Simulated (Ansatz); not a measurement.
## A hypothetical structure for Al2Ga4Mo

This structure for Al2Ga4Mo is made up. Its elements were placed in a known structure type with a cell scaled to their sizes. What cell does the guess relax to, and how far off was it?

Main program and level: Ansatz 0.2.0; DFT, PBE, plane-wave PAW, files of the set soft_1, scalar-relativistic, no spin, cell and ions relaxed at zero pressure; PAW set soft_1, in the first sound run; inputs show where later runs differ.

## Step 1: Set-up

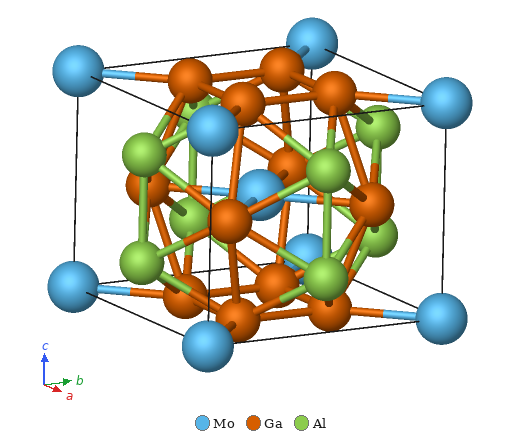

The cell as given, slightly off an axis (molybdenum blue, gallium orange, aluminium green). This picture shows the conventional cell, with its axes. Some periodic images of atoms are drawn too.

## Step 2: Relaxing cell and atoms

The guess takes its coordinates from another compound and its volume from a rule, so the cell and any free coordinates are relaxed together.

input.yaml

```yaml
crystal:
  lattice:
    - [-3.214, 3.214, 2.65]
    - [3.214, -3.214, 2.65]
    - [3.214, 3.214, -2.65]
  atoms:
    - { symbol: Mo, position: [0.0, 0.0, 0.0] }
    - { symbol: Ga, position: [0.6963, 0.3037, 0.0] }
    - { symbol: Ga, position: [0.3037, 0.6963, 0.0] }
    - { symbol: Ga, position: [0.6963, 0.6963, 0.3926] }
    - { symbol: Ga, position: [0.3037, 0.3037, 0.6074] }
    - { symbol: Al, position: [0.25, 0.75, 0.5] }
    - { symbol: Al, position: [0.75, 0.25, 0.5] }
kpoints:
  mp_grid: { grid: [7, 7, 7] }
scf:
  occupations: { method: fermi_dirac, width: 0.05 }
hamiltonian:
  xc: pbe
  pseudopotentials: { kind: paw, azcp: { folder: soft_1 } }
relax:
  f_tol: 0.015
  max_steps: 70
  cell: {}
output:
  forces: true
  stress: true
```

The run is started by

```console
$ ansatz run input.yaml --threads 4 --pin off --max-ram 10240MiB --backend cpu --events-out ev --progress --plain --runs-dir out
```

Numbers of over 12 decimals in the logs are rounded to 6 here.

The program printed:

```text
Engine: ansatz 0.2.0, x86_64-unknown-linux-gnu
Pseudopotentials: kind: paw
Pseudopotential: Mo, paw, valence charge 14, recommended cutoff 420 eV (normal), soft_1/Mo.paw.azcp
Pseudopotential: Ga, paw, valence charge 13, recommended cutoff 420 eV (normal), soft_1/Ga.paw.azcp
Pseudopotential: Al, paw, valence charge 3, recommended cutoff 420 eV (normal), soft_1/Al.paw.azcp
Functional definition: PBE
  parameter kappa = 0.804
  parameter beta = 0.066725
  exchange = pbe_x(kappa = kappa, mu = beta*pi^2/3)
  correlation = pbe_c(beta = beta)
Crystal: 7 atoms, lattice volume = 109.496 Å³
Basis set: ecut = 420 eV, 2153 PW (Γ), exchange–correlation on 72×72×72 points (8 copies of the dense FFT grid, shifted against one another)
Bands: 44, of which v1, the nominal top of the filled ones, is band 36 counted from 1 (35 counted from 0)
Symmetry: 16 space group operations
Space group: I4/mmm (ITA 139), of the structure as read, at distance tolerance 4.8e-5 Å
k-points: 40 of 343
Non-local potential: Mo, projectors of the file, l = 0: 3, l = 1: 2, l = 2: 2, l = 3: 1
Non-local potential: Ga, projectors of the file, l = 0: 2, l = 1: 2, l = 2: 3, l = 3: 1
Non-local potential: Al, projectors of the file, l = 0: 2, l = 1: 2, l = 2: 1
PAW form: soft (Blöchl's): semilocal exchange-correlation on the pseudo side does not see the compensation charge
PAW one-centre angular grid: Mo, 590 points (default); XC on 64 Gauss nodes
PAW one-centre angular grid: Ga, 590 points (default); XC on 64 Gauss nodes
PAW one-centre angular grid: Al, 110 points (default); XC on 64 Gauss nodes
Initial density: superposition of atomic densities (chi_scale 0.1, normalization cell, long waves kept (reshape's long-wave potential 0.00 eV rms))
Initial wavefunctions: pseudopotential atomic-orbital guess
Functional: x = pbe(κ = 0.804, μ = 0.219515), c = pbe(β = 0.066725)
SCF iter   1: F=—  HF=-21165.688143 eV  |F-HF|=—  |Δ(HF+E_count)|=         —  Δρ=1.13e-1  dr2=3.65e1  ethr=3.10e-3  ⟨swp⟩=6.3  Hψ=6403  notcnv=0  defer=2
preconditioner: auto → Kerker (q_TF=auto, 2.544 Å⁻¹)  [metal: Δε(μ)=0.025 eV  Ē_g=13.715 eV  σ=0.050 eV  W_gap=0.13  n_scr=34 (ndim 8)  ℏωp=28.4 eV  f_vac=0.000  D(μ)=4.51/eV (n_scr^D=34)]
SCF iter   2: F=—  HF=-21161.825790 eV  |F-HF|=—  |Δ(HF+E_count)|=    3.86e0  Δρ=5.75e-2  dr2=8.51e0  ethr=3.10e-3  ⟨swp⟩=3.0  Hψ=3895  notcnv=0  defer=56
SCF iter   3: F=—  HF=-21161.049277 eV  |F-HF|=—  |Δ(HF+E_count)|=   7.77e-1  Δρ=2.15e-2  dr2=1.10e0  ethr=3.10e-3  ⟨swp⟩=3.0  Hψ=3643  notcnv=0  defer=56
SCF iter   4: F=—  HF=-21161.004575 eV  |F-HF|=—  |Δ(HF+E_count)|=   4.47e-2  Δρ=1.32e-2  dr2=3.35e-1  ethr=1.52e-3  ⟨swp⟩=3.1  Hψ=3592  notcnv=0  defer=59
SCF iter   5: F=—  HF=-21160.972507 eV  |F-HF|=—  |Δ(HF+E_count)|=   3.21e-2  Δρ=9.96e-3  dr2=2.32e-1  ethr=4.65e-4  ⟨swp⟩=2.3  Hψ=2151  notcnv=0  defer=60
SCF iter   6: F=—  HF=-21160.949936 eV  |F-HF|=—  |Δ(HF+E_count)|=   2.26e-2  Δρ=3.20e-3  dr2=2.33e-2  ethr=3.22e-4  ⟨swp⟩=2.0  Hψ=1982  notcnv=0  defer=60
SCF iter   7: F=—  HF=-21160.947409 eV  |F-HF|=—  |Δ(HF+E_count)|=   2.53e-3  Δρ=1.95e-4  dr2=4.50e-5  ethr=3.24e-5  ⟨swp⟩=2.0  Hψ=1855  notcnv=0  defer=60
SCF iter   8: F=—  HF=-21160.947430 eV  |F-HF|=—  |Δ(HF+E_count)|=   2.12e-5  Δρ=4.15e-5  dr2=2.12e-6  ethr=6.25e-8  ⟨swp⟩=2.1  Hψ=3182  notcnv=0  defer=60
SCF iter   9: F=—  HF=-21160.947429 eV  |F-HF|=—  |Δ(HF+E_count)|=   3.50e-7  Δρ=2.26e-5  dr2=1.10e-6  ethr=2.94e-9  ⟨swp⟩=2.3  Hψ=2530  notcnv=0  defer=60
SCF iter  10: F=-21160.947429 eV  HF=-21160.947429 eV  |F-HF|=3.09e-8  |Δ(HF+E_count)|=   1.20e-7  Δρ=4.02e-6  dr2=3.53e-8  ethr=1.39e-10  ⟨swp⟩=3.0  Hψ=6506  notcnv=0
SCF 1 converged in 10 iterations: F = -21160.947429 eV  dr2 = 3.53e-8
  greatest PAW one-centre occupation: 0.999 electrons in one spin orbital (limit 2), on the Mo atom at site 0 (counted from 0), in its partial waves of l = 0
relax step   1: F+E_penalty+E_count = -21160.94742929 eV  Δ(F+E_penalty+E_count) = +0.000e0 eV  max|allowed force component| = 1.541e-1 eV/Å  Δτ_max = 0.0000 Å  P = +4.257 GPa  Ω = 109.496 Å³  (10 SCF iters, dr2 threshold 1.00e-7 eV, accepted)
Crystal: 7 atoms, lattice volume = 113.326 Å³
Basis set: ecut = 420 eV, 2169 PW (Γ), exchange–correlation on 72×72×72 points (8 copies of the dense FFT grid, shifted against one another)
Initial density: handed on by an earlier stage of this run
Initial wavefunctions: those handed on with the density
iter 1 solved again at ethr=6.42e-5 eV; its pass at ethr=3.10e-3 eV (dr2=4.62e-2 eV) is discarded
SCF iter   1: F=—  HF=-21161.115618 eV  |F-HF|=—  |Δ(HF+E_count)|=         —  Δρ=5.24e-3  dr2=4.80e-2  ethr=6.42e-5  ⟨swp⟩=2.0  Hψ=10291  notcnv=0
preconditioner: auto → Kerker (q_TF=auto, 2.530 Å⁻¹)  [metal: Δε(μ)=0.028 eV  Ē_g=13.105 eV  σ=0.050 eV  W_gap=0.14  n_scr=34 (ndim 8)  ℏωp=27.9 eV  f_vac=0.000  D(μ)=5.16/eV (n_scr^D=46)]
SCF iter   2: F=—  HF=-21161.111772 eV  |F-HF|=—  |Δ(HF+E_count)|=   3.85e-3  Δρ=3.08e-3  dr2=1.62e-2  ethr=6.42e-5  ⟨swp⟩=1.0  Hψ=1760  notcnv=0
SCF iter   3: F=—  HF=-21161.109545 eV  |F-HF|=—  |Δ(HF+E_count)|=   2.23e-3  Δρ=4.39e-4  dr2=2.60e-4  ethr=2.25e-5  ⟨swp⟩=2.0  Hψ=1931  notcnv=0
SCF iter   4: F=—  HF=-21161.109624 eV  |F-HF|=—  |Δ(HF+E_count)|=   7.93e-5  Δρ=1.95e-4  dr2=3.92e-5  ethr=3.61e-7  ⟨swp⟩=2.0  Hψ=3121  notcnv=0
SCF iter   5: F=—  HF=-21161.109604 eV  |F-HF|=—  |Δ(HF+E_count)|=   2.07e-5  Δρ=6.38e-5  dr2=4.61e-6  ethr=5.45e-8  ⟨swp⟩=2.6  Hψ=3429  notcnv=0
SCF iter   6: F=-21161.109602 eV  HF=-21161.109602 eV  |F-HF|=2.71e-7  |Δ(HF+E_count)|=   1.22e-6  Δρ=2.43e-5  dr2=5.88e-7  ethr=9.72e-10  ⟨swp⟩=5.0  Hψ=7426  notcnv=0
SCF 2 converged in 6 iterations: F = -21161.109602 eV  dr2 = 5.88e-7
relax step   2: F+E_penalty+E_count = -21161.10960211 eV  Δ(F+E_penalty+E_count) = -1.622e-1 eV  max|allowed force component| = 1.036e-1 eV/Å  Δτ_max = 0.0068 Å  P = +0.318 GPa  Ω = 113.326 Å³  energy of the carried Pulay correction = -1.193e-3 eV  (6 SCF iters, dr2 threshold 7.00e-7 eV, accepted)
Crystal: 7 atoms, lattice volume = 112.824 Å³
Basis set: ecut = 420 eV, 2177 PW (Γ), exchange–correlation on 72×72×72 points (8 copies of the dense FFT grid, shifted against one another)
iter 1 solved again at ethr=2.64e-5 eV; its pass at ethr=3.10e-3 eV (dr2=1.90e-2 eV) is discarded
SCF iter   1: F=—  HF=-21161.132957 eV  |F-HF|=—  |Δ(HF+E_count)|=         —  Δρ=3.94e-3  dr2=1.94e-2  ethr=2.64e-5  ⟨swp⟩=1.8  Hψ=10610  notcnv=0
preconditioner: auto → Kerker (q_TF=auto, 2.532 Å⁻¹)  [metal: Δε(μ)=0.010 eV  Ē_g=13.131 eV  σ=0.050 eV  W_gap=0.05  n_scr=34 (ndim 8)  ℏωp=28.0 eV  f_vac=0.000  D(μ)=4.56/eV (n_scr^D=38)]
SCF iter   2: F=—  HF=-21161.129682 eV  |F-HF|=—  |Δ(HF+E_count)|=   3.28e-3  Δρ=2.50e-3  dr2=8.61e-3  ethr=2.64e-5  ⟨swp⟩=1.1  Hψ=1763  notcnv=0
SCF iter   3: F=—  HF=-21161.127591 eV  |F-HF|=—  |Δ(HF+E_count)|=   2.09e-3  Δρ=2.76e-4  dr2=4.17e-5  ethr=1.20e-5  ⟨swp⟩=2.0  Hψ=2267  notcnv=0
SCF iter   4: F=—  HF=-21161.127611 eV  |F-HF|=—  |Δ(HF+E_count)|=   2.01e-5  Δρ=1.36e-4  dr2=1.60e-5  ethr=5.79e-8  ⟨swp⟩=3.0  Hψ=4162  notcnv=0
SCF iter   5: F=—  HF=-21161.127602 eV  |F-HF|=—  |Δ(HF+E_count)|=   8.40e-6  Δρ=5.52e-5  dr2=3.45e-6  ethr=2.22e-8  ⟨swp⟩=3.0  Hψ=4043  notcnv=0
SCF iter   6: F=-21161.127601 eV  HF=-21161.127601 eV  |F-HF|=1.39e-7  |Δ(HF+E_count)|=   1.67e-6  Δρ=1.47e-5  dr2=2.97e-7  ethr=9.72e-10  ⟨swp⟩=4.0  Hψ=8405  notcnv=0
SCF 3 converged in 6 iterations: F = -21161.127601 eV  dr2 = 2.97e-7
relax step   3: F+E_penalty+E_count = -21161.12760053 eV  Δ(F+E_penalty+E_count) = -1.800e-2 eV  max|allowed force component| = 4.503e-2 eV/Å  Δτ_max = 0.0045 Å  P = +0.816 GPa  Ω = 112.824 Å³  energy of the carried Pulay correction = -1.039e-3 eV  (6 SCF iters, dr2 threshold 7.00e-7 eV, accepted)
Crystal: 7 atoms, lattice volume = 113.685 Å³
iter 1 solved again at ethr=6.98e-6 eV; its pass at ethr=3.10e-3 eV (dr2=5.03e-3 eV) is discarded
SCF iter   1: F=—  HF=-21161.140285 eV  |F-HF|=—  |Δ(HF+E_count)|=         —  Δρ=1.83e-3  dr2=6.50e-3  ethr=6.98e-6  ⟨swp⟩=2.2  Hψ=10137  notcnv=0
preconditioner: auto → Kerker (q_TF=auto, 2.528 Å⁻¹)  [metal: Δε(μ)=0.045 eV  Ē_g=13.121 eV  σ=0.050 eV  W_gap=0.21  n_scr=34 (ndim 8)  ℏωp=27.9 eV  f_vac=0.000  D(μ)=4.75/eV (n_scr^D=38)]
SCF iter   2: F=—  HF=-21161.139399 eV  |F-HF|=—  |Δ(HF+E_count)|=   8.86e-4  Δρ=1.11e-3  dr2=2.28e-3  ethr=6.98e-6  ⟨swp⟩=1.0  Hψ=1761  notcnv=0
SCF iter   3: F=—  HF=-21161.138967 eV  |F-HF|=—  |Δ(HF+E_count)|=   4.32e-4  Δρ=1.60e-4  dr2=3.45e-5  ethr=3.17e-6  ⟨swp⟩=2.0  Hψ=2181  notcnv=0
SCF iter   4: F=—  HF=-21161.138982 eV  |F-HF|=—  |Δ(HF+E_count)|=   1.55e-5  Δρ=9.54e-5  dr2=7.17e-6  ethr=4.79e-8  ⟨swp⟩=2.0  Hψ=3189  notcnv=0
SCF iter   5: F=—  HF=-21161.138975 eV  |F-HF|=—  |Δ(HF+E_count)|=   7.10e-6  Δρ=2.64e-5  dr2=7.54e-7  ethr=9.96e-9  ⟨swp⟩=3.0  Hψ=4057  notcnv=0
SCF iter   6: F=-21161.138975 eV  HF=-21161.138975 eV  |F-HF|=3.74e-8  |Δ(HF+E_count)|=   1.24e-7  Δρ=8.83e-6  dr2=8.84e-8  ethr=9.72e-10  ⟨swp⟩=4.5  Hψ=6333  notcnv=0
SCF 4 converged in 6 iterations: F = -21161.138975 eV  dr2 = 8.84e-8
relax step   4: F+E_penalty+E_count = -21161.13897494 eV  Δ(F+E_penalty+E_count) = -1.137e-2 eV  max|allowed force component| = 6.807e-3 eV/Å  Δτ_max = 0.0005 Å  P = +0.015 GPa  Ω = 113.685 Å³  energy of the carried Pulay correction = -1.303e-3 eV  (6 SCF iters, dr2 threshold 7.00e-7 eV, accepted)
Crystal: 7 atoms, lattice volume = 113.696 Å³
iter 1 solved again at ethr=4.42e-8 eV; its pass at ethr=3.10e-3 eV (dr2=3.18e-5 eV) is discarded
SCF iter   1: F=—  HF=-21161.139119 eV  |F-HF|=—  |Δ(HF+E_count)|=         —  Δρ=1.65e-4  dr2=3.23e-5  ethr=4.42e-8  ⟨swp⟩=3.5  Hψ=9674  notcnv=0
preconditioner: auto → Kerker (q_TF=auto, 2.528 Å⁻¹)  [metal: Δε(μ)=0.013 eV  Ē_g=13.112 eV  σ=0.050 eV  W_gap=0.06  n_scr=34 (ndim 8)  ℏωp=27.9 eV  f_vac=0.000  D(μ)=4.77/eV (n_scr^D=38)]
SCF iter   2: F=—  HF=-21161.139130 eV  |F-HF|=—  |Δ(HF+E_count)|=   1.05e-5  Δρ=1.03e-4  dr2=1.37e-5  ethr=4.42e-8  ⟨swp⟩=1.1  Hψ=1763  notcnv=0
SCF iter   3: F=—  HF=-21161.139127 eV  |F-HF|=—  |Δ(HF+E_count)|=   3.40e-6  Δρ=1.58e-5  dr2=2.02e-7  ethr=1.90e-8  ⟨swp⟩=2.0  Hψ=2194  notcnv=0
iter 4 did not close the SCF: its close was put off for the readings that it lacked (scf_convergence_deferred on its scf_iter line)
SCF iter   4: F=-21161.139126 eV  HF=-21161.139126 eV  |F-HF|=1.04e-7  |Δ(HF+E_count)|=   1.55e-7  Δρ=8.46e-6  dr2=6.08e-8  ethr=2.80e-10  ⟨swp⟩=3.9  Hψ=4186  notcnv=0
iter 5 did not close the SCF: its close was put off for the readings that it lacked (scf_convergence_deferred on its scf_iter line)
SCF iter   5: F=-21161.139126 eV  HF=-21161.139126 eV  |F-HF|=1.16e-8  |Δ(HF+E_count)|=   3.59e-8  Δρ=3.52e-6  dr2=1.11e-8  ethr=8.45e-11  ⟨swp⟩=2.0  Hψ=2582  notcnv=0
SCF iter   6: F=-21161.139126 eV  HF=-21161.139126 eV  |F-HF|=5.89e-10  |Δ(HF+E_count)|=   5.27e-9  Δρ=8.54e-7  dr2=8.85e-10  ethr=1.54e-11  ⟨swp⟩=2.8  Hψ=6751  notcnv=0
SCF 5 converged in 6 iterations: F = -21161.139126 eV  dr2 = 8.85e-10
relax step   5: F+E_penalty+E_count = -21161.13912631 eV  Δ(F+E_penalty+E_count) = -1.514e-4 eV  max|allowed force component| = 8.579e-4 eV/Å  Δτ_max = 0.0001 Å  P = +0.012 GPa  Ω = 113.696 Å³  energy of the carried Pulay correction = -1.306e-3 eV  (6 SCF iters, dr2 threshold 7.81e-8 eV, accepted)
Initial wavefunctions: pseudopotential atomic-orbital guess (no wavefunctions were taken with the density)
iter 1 solved again at ethr=4.18e-7 eV; its pass at ethr=3.10e-3 eV (dr2=3.01e-4 eV) is discarded
SCF iter   1: F=—  HF=-21161.138874 eV  |F-HF|=—  |Δ(HF+E_count)|=         —  Δρ=7.07e-4  dr2=1.31e-5  ethr=4.18e-7  ⟨swp⟩=3.0  Hψ=10348  notcnv=0
preconditioner: auto → Kerker (q_TF=auto, 2.528 Å⁻¹)  [metal: Δε(μ)=0.012 eV  Ē_g=13.113 eV  σ=0.050 eV  W_gap=0.06  n_scr=34 (ndim 8)  ℏωp=27.9 eV  f_vac=0.000  D(μ)=4.76/eV (n_scr^D=38)]
SCF iter   2: F=—  HF=-21161.140022 eV  |F-HF|=—  |Δ(HF+E_count)|=   1.15e-3  Δρ=3.61e-4  dr2=4.13e-6  ethr=1.82e-8  ⟨swp⟩=2.0  Hψ=2837  notcnv=0
SCF iter   3: F=—  HF=-21161.140411 eV  |F-HF|=—  |Δ(HF+E_count)|=   3.89e-4  Δρ=4.10e-5  dr2=1.21e-7  ethr=5.73e-9  ⟨swp⟩=2.0  Hψ=2532  notcnv=0
SCF iter   4: F=—  HF=-21161.140416 eV  |F-HF|=—  |Δ(HF+E_count)|=   4.38e-6  Δρ=5.67e-6  dr2=1.03e-8  ethr=1.68e-10  ⟨swp⟩=2.0  Hψ=3036  notcnv=0
SCF iter   5: F=—  HF=-21161.140416 eV  |F-HF|=—  |Δ(HF+E_count)|=   6.64e-8  Δρ=1.06e-6  dr2=4.45e-10  ethr=1.43e-11  ⟨swp⟩=2.0  Hψ=3012  notcnv=0
SCF iter   6: F=—  HF=-21161.140416 eV  |F-HF|=—  |Δ(HF+E_count)|=   1.51e-9  Δρ=3.08e-7  dr2=6.45e-11  ethr=1.00e-12  ⟨swp⟩=4.5  Hψ=6293  notcnv=0
SCF iter   7: F=-21161.140416 eV  HF=-21161.140416 eV  |F-HF|=3.64e-12  |Δ(HF+E_count)|=  9.09e-11  Δρ=3.80e-8  dr2=2.46e-12  ethr=1.00e-12  ⟨swp⟩=4.0  Hψ=5952  notcnv=0
SCF 6 converged in 7 iterations: F = -21161.140416 eV  dr2 = 2.46e-12
relax step   6: F+E_penalty+E_count = -21161.14041574 eV  Δ(F+E_penalty+E_count) = -1.289e-3 eV  max|allowed force component| = 9.809e-4 eV/Å  Δτ_max = 0.0000 Å  P = +0.013 GPa  Ω = 113.696 Å³  stress off target by 2.17e-2 GPa  SCF on the basis re-selected at this cell (its energy is not comparable with the rows above)  (7 SCF iters)
basis re-selected at this cell: Δ(F+E_penalty+E_count) = -1.289e-3 eV, ΔP = +0.001 GPa vs the last step (what re-selecting the basis moved, of the pressure what is left beyond the Pulay correction that the steps carried, after the strain that the cell walked since its last selection, with what the two solves' SCF thresholds leave and, on support functions, any second-order correction that the steps lacked; it is no m [...]
SCF converged after 7 iterations
Free energy (F): -21161.140416 eV
Harris-Foulkes:  -21161.140416 eV  (|F-HF|=3.64e-12)
Internal energy: -21161.102696 eV  (E = F + TS)
E sigma→0 (E₀):  -21161.121556 eV
Entropy (-TS):   -0.037719 eV (-5.388 meV/atom)
Fermi energy:    11.881083 eV
--- Per-component energies (eV) ---
  E_band       = -171.205447
  E_kinetic    = 913.549036
  E_local      = -6595.745584  (includes V_loc(G=0)·N_el)
  E_nonlocal   = -205.822199
  E_hartree    = 4000.354687
  E_xc         = -505.797736
  E_vxc        = -503.052821  (∫ρ·V_xc dr)
  E_paw        = -12109.119683  (= ΣΔE_a)
  E_vpaw       = -1780.842489  (= ΣTr[D̂ρ^β])
  E_aug_tail   = -0.000708  (compensation charges beyond the density's cutoff)
  E_ewald      = -6658.520509
  E_smearing   = -0.037719  (= −TS)
  E_closure    = -0.000000  (closes the sum)
  Σ components = -21161.140416   (vs F -21161.140416, Δ=0.00e0)
--- Forces (eV/Å), atoms counted from 1 ---
  atom   1  Mo    -0.00000000     0.00000000    -0.00000000
  atom   2  Ga    -0.00098094     0.00098094     0.00000000
  atom   3  Ga     0.00098094    -0.00098094     0.00000000
  atom   4  Ga     0.00098094     0.00098094     0.00000000
  atom   5  Ga    -0.00098094    -0.00098094     0.00000000
  atom   6  Al    -0.00000000     0.00000000     0.00000000
  atom   7  Al     0.00000000     0.00000000     0.00000000
  max |Σ_I F_I| component: 1.21e-17 eV/Å
--- Stress (GPa, compression-positive) ---
        0.021680       0.000000      -0.000000
        0.000000       0.021680      -0.000000
       -0.000000       0.000000      -0.004304
  P = ⅓ Tr σ = 0.0130 GPa (0.130 kbar)
--- Relaxed structure (5 steps of the walk, 5 accepted, 1 SCFs on fresh bases) ---
  F+E_penalty+E_count = -21161.14041574 eV   max|allowed force component| = 9.809e-4 eV/Å   (the final SCF, on the basis selected at the relaxed cell)
  cell:  # Å, volume = 113.6957 Å³
    - [-3.336037, 3.336037, 2.554008]
    - [3.336037, -3.336037, 2.554008]
    - [3.336037, 3.336037, -2.554008]
  atoms:
    - { symbol: Mo, position: [0, 0, 0] }
    - { symbol: Ga, position: [0.696112, 0.303888, 0.0] }
    - { symbol: Ga, position: [0.303888, 0.696112, 0.0] }
    - { symbol: Ga, position: [0.696112, 0.696112, 0.392225] }
    - { symbol: Ga, position: [0.303888, 0.303888, 0.607775] }
    - { symbol: Al, position: [0.250000, 0.750000, 0.500000] }
    - { symbol: Al, position: [0.750000, 0.250000, 0.500000] }
```

Elapsed: 12 s, on 4 threads of AMD EPYC 9R14 (Zen 4), shared host; peak memory 0.61 GiB; 38 s of CPU time.

Relaxation path:

| step | energy less that of the first step (eV) | largest force component (eV/Å) | pressure (GPa) | volume (Å³) |
| --- | --- | --- | --- | --- |
| 1 | 0.0000 | 0.1541 | 4.26 | 109.50 |
| 2 | -0.1622 | 0.1036 | 0.32 | 113.33 |
| 3 | -0.1802 | 0.0450 | 0.82 | 112.82 |
| 4 | -0.1915 | 0.0068 | 0.01 | 113.68 |
| 5 | -0.1917 | 0.0009 | 0.01 | 113.70 |
| 6* | -0.1930 | 0.0010 | 0.01 | 113.70 |

Relaxation steps marked * repeat the geometry before them on a plane-wave basis chosen anew for their cell, so energy and pressure can jump there.

The run keeps the 16 symmetry operations that it works with, so distortions that break them were not tested.

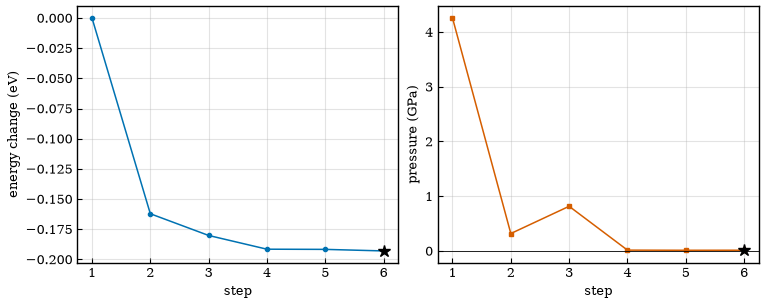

Energy and pressure along the relaxation. Stars mark steps on a basis chosen anew.

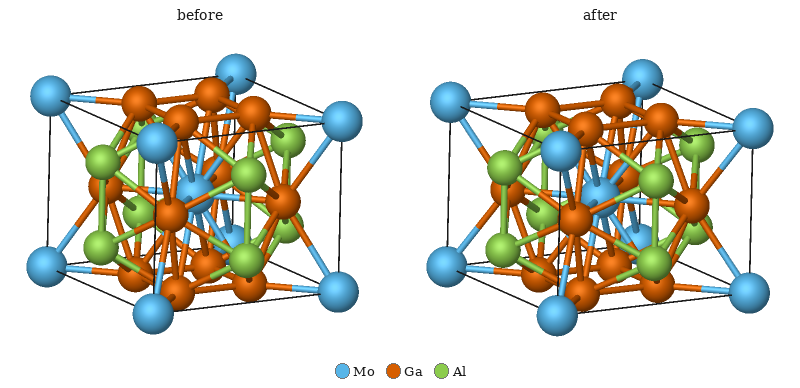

Before and after, at one scale.

| conventional cell, symmetrised | before | after | change |
| --- | --- | --- | --- |
| a (Å) | 6.428 | 6.672 | +3.8 % |
| b (Å) | 6.428 | 6.672 | +3.8 % |
| c (Å) | 5.300 | 5.108 | -3.6 % |
| volume (Å³/atom) | 15.64 | 16.24 | +3.8 % |

Final coordinates:

```cif
data_structure
_symmetry_space_group_name_H-M 'P 1'
_symmetry_Int_Tables_number 1
_cell_length_a 5.3648
_cell_length_b 5.3648
_cell_length_c 5.3648
_cell_angle_alpha 103.099
_cell_angle_beta 103.099
_cell_angle_gamma 123.142
_cell_volume 113.70
loop_
_atom_site_label
_atom_site_type_symbol
_atom_site_fract_x
_atom_site_fract_y
_atom_site_fract_z
_atom_site_occupancy
Mo1 Mo 0.00000 0.00000 0.00000 1
Ga2 Ga 0.69611 0.30389 0.00000 1
Ga3 Ga 0.30389 0.69611 0.00000 1
Ga4 Ga 0.69611 0.69611 0.39222 1
Ga5 Ga 0.30389 0.30389 0.60778 1
Al6 Al 0.25000 0.75000 0.50000 1
Al7 Al 0.75000 0.25000 0.50000 1
```

This step gave:

* free energy: -21161.1404 eV
* energy at zero smearing: -21161.1216 eV
* smearing term TS: 0.03772 eV
* Fermi energy: 11.88 eV
* electrons: 72
* symmetry operations: 16
* pressure: 0.01302 GPa

The shortest distance of each pair, which need not be the same contact before and after:

| pair | guess (Å) | relaxed (Å) |
| --- | --- | --- |
| Al–Al | 2.650 | 2.554 |
| Ga–Ga | 2.524 | 2.617 |
| Al–Ga | 2.676 | 2.730 |
| Ga–Mo | 2.761 | 2.867 |
| Al–Mo | 3.476 | 3.572 |

The relaxation ends with a largest force component of 9.8e-4 eV/Å and a pressure of 0.01 GPa.

(Part 1 of 2 ends here.)

[Logs are printed without paths, hosts, clocks, repeated set-up lines and the standing remarks that a program may print on its own settings, such as how far it seeks lower states.]

[Hosts, paths, dates, database ids (printed as entryN), source tags and the programs' standing remarks are cut or masked in the printed files.]
